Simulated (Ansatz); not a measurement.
Where the default PAW files enter, the runs use the earlier of Ansatz's two default sets.

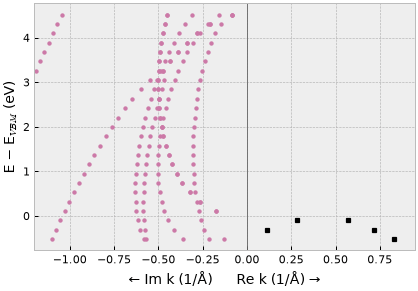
Complex bands at the centre of the two-dimensional zone; r2SCAN run with Ansatz (a program for electronic structure)

The gap is the functional's own. No spin-orbit coupling. Mid-gap values are interpolated on the energy grid.

Question: This is MgH₂ (P4_2/mnm, rutile, 6 atoms a cell, 10.0 Å³ an atom) along the normal of (111). Read off the slowest decay at the centre of the two-dimensional zone at 2.21 eV, the computed energy nearest the middle of the gap.

Answer: κ ≈ 0.30 1/Å, a decay length 1/(2κ) of the density of 1.7 Å.
